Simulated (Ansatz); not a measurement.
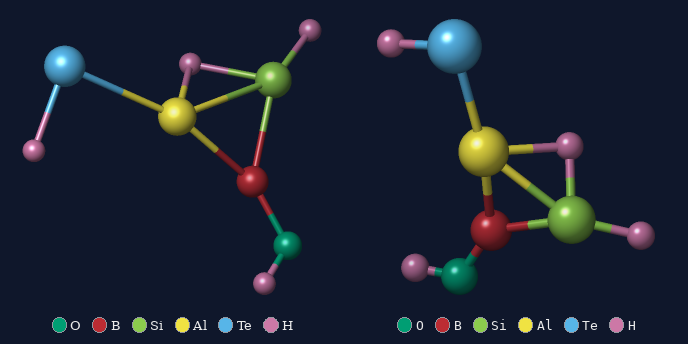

The same structure drawn twice, from different directions.

Identify the structure.

It has 9 atoms: 1 aluminium, 1 boron, 4 hydrogen, 1 oxygen, 1 silicon and 1 tellurium (AlBH₄OSiTe). This geometry has C1 symmetry. Coordination, clear cases only: 1 O bent; 1 Te bent.

The parts below concern this one geometry. Atoms keep their numbers from picture to picture. Computed geometry: PBE0-D4/def2-TZVP optimisation.

**Vibrations**

Harmonic vibrations computed with RKS PBE0-D4/def2-TZVP, core potentials on Te (Ansatz 0.2.0) at a stationary point of the same level.

List the wavenumbers.

21 modes: 74, 78, 115, 174, 265, 293, 326, 420, 453, 477, 517, 551, 593, 646, 1016, 1145, 1393, 1838, 2139, 2145, 3880 cm⁻¹.

**Charges**

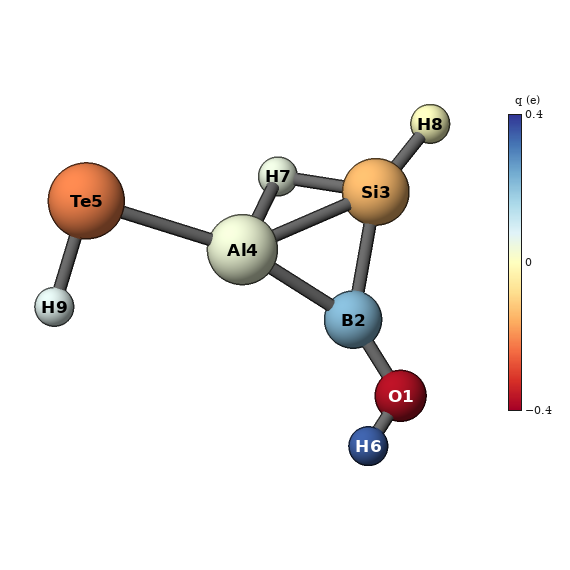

Atoms are coloured by their Mulliken charges. Level of theory: RKS PBE0-D4/def2-TZVP, core potentials on Te (Ansatz 0.2.0).

Give the Mulliken charges atom by atom.

```tsv
atom	value (e)
O1	−0.37
B2	0.21
Si3	−0.14
Al4	0.04
Te5	−0.21
H6	0.34
H7	0.05
H8	0.00
H9	0.07
```

**Electronic properties**

Properties computed with RKS B3LYP-D4/def2-TZVPP, core potentials on Te (Ansatz 0.2.0).

What is the HOMO energy (Kohn–Sham orbital)?

−6.01 eV.

What is the LUMO energy (Kohn–Sham orbital)?

−1.48 eV.

Give the dipole moment at this level.

1.49 D.

Estimate the dispersion correction.

−37.7 kJ/mol.

Mulliken values depend strongly on the basis set and can even reverse the polarity of a bond.
